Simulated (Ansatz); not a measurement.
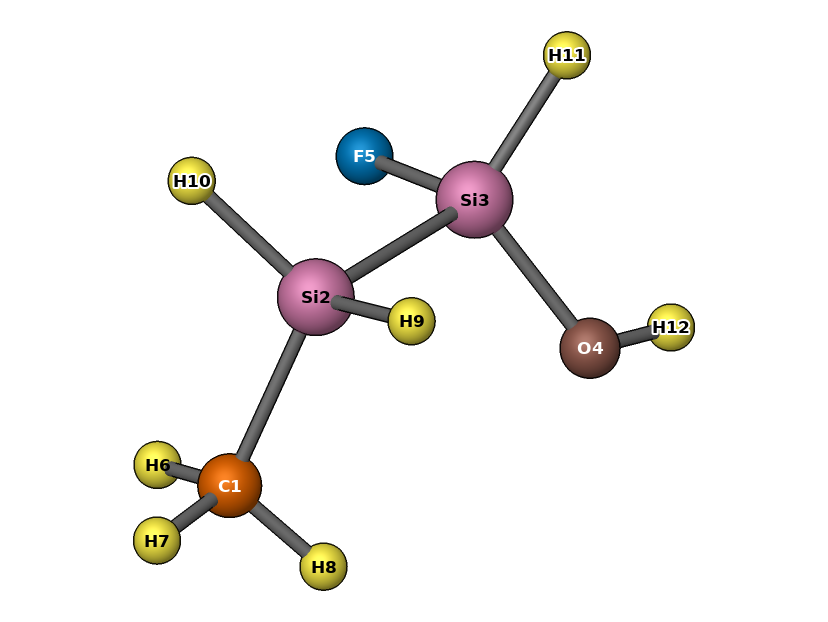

The questions are on Mulliken charges. Computed geometry: PBE-D4/def2-SVP optimisation. No frequency run is at hand to confirm it as a minimum. Properties computed with RKS PBE-D4/def2-SVP (Ansatz 0.2.0).

Q: Which atom carries the highest charge (most positive or least negative)?

A: Si3 (0.60 e).

Q: And the lowest?

A: O4 (−0.36 e).

List the Mulliken charges.

| atom | value (e) |
| --- | --- |
| C1 | −0.29 |
| Si2 | 0.14 |
| Si3 | 0.60 |
| O4 | −0.36 |
| F5 | −0.31 |
| H6 | 0.08 |
| H7 | 0.07 |
| H8 | 0.08 |
| H9 | −0.05 |
| H10 | −0.04 |
| H11 | −0.10 |
| H12 | 0.19 |

Mulliken values depend strongly on the basis set and can even reverse the polarity of a bond.
